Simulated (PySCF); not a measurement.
System: FH4O4Ti (doublet).

```xyz
10

O     0.3596    0.8082   -1.6031
Ti   -0.6248    0.2181    0.0101
O    -0.0113    0.8037    1.5640
O     0.1171   -1.3876   -0.1813
F    -2.3291   -0.2138    0.0632
H     0.9260    1.5840   -1.4863
H     0.4622    0.2783    2.2177
H     0.6943   -1.7268   -0.8714
O    -1.0949    2.0385   -0.7484
H    -1.6937    1.9767   -1.5080
```

Geometry: PBE0-D3(BJ)/def2-SVP.

Method: PySCF, PBE0-D3(BJ)/def2-SVPD, SCF density, gas phase.

**Predict the electron density, electron localisation function and spin density between the atoms.**

Ti–O (1.77 Å): the density is about 1.1 e/Å³ at the midpoint; the ELF peaks at about 0.85 in the valence shell of O, 0.5 Å from its nucleus, and drops to about 0.25 between the two atoms.
O–H (0.96 Å): the density is about 3.7 e/Å³ at the midpoint; the ELF climbs to about 1 towards the hydrogen, as it does in any bond to H: a covalent bond by its length.
Ti–O (2.03 Å): the density is about 0.56 e/Å³ at the midpoint; the ELF peaks at about 0.90 in the valence shell of O, 0.6 Å from its nucleus, and is about 0.15 at the midpoint.
The unpaired spin (1 electron) lies mostly on O9 (about 0.5) and O1 (about 0.5), in electrons by Hirshfeld's partition.

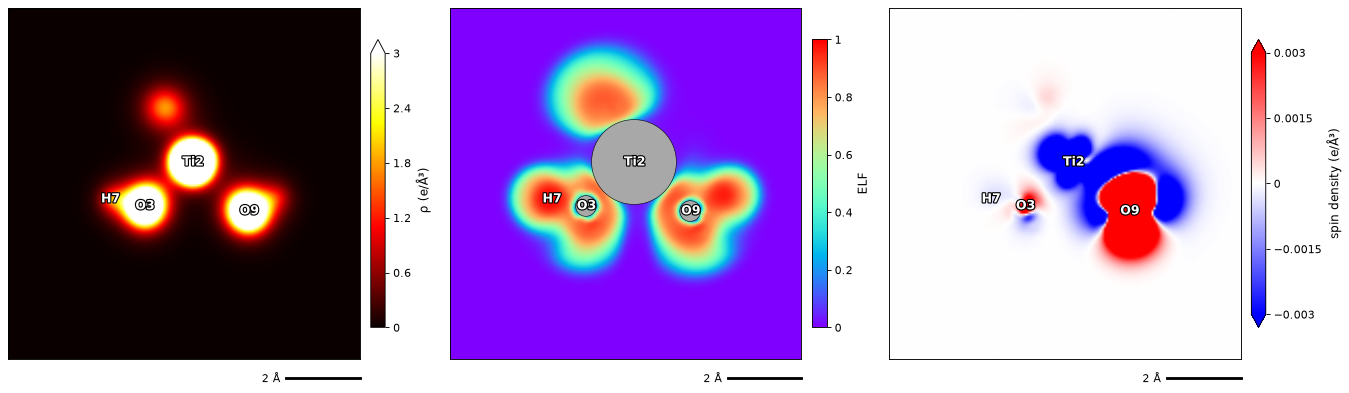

Computed electron density, electron localisation function and spin density on the plane of atoms O3, Ti2 and O9, in this order. Grey discs cover the atomic cores in the ELF map. 
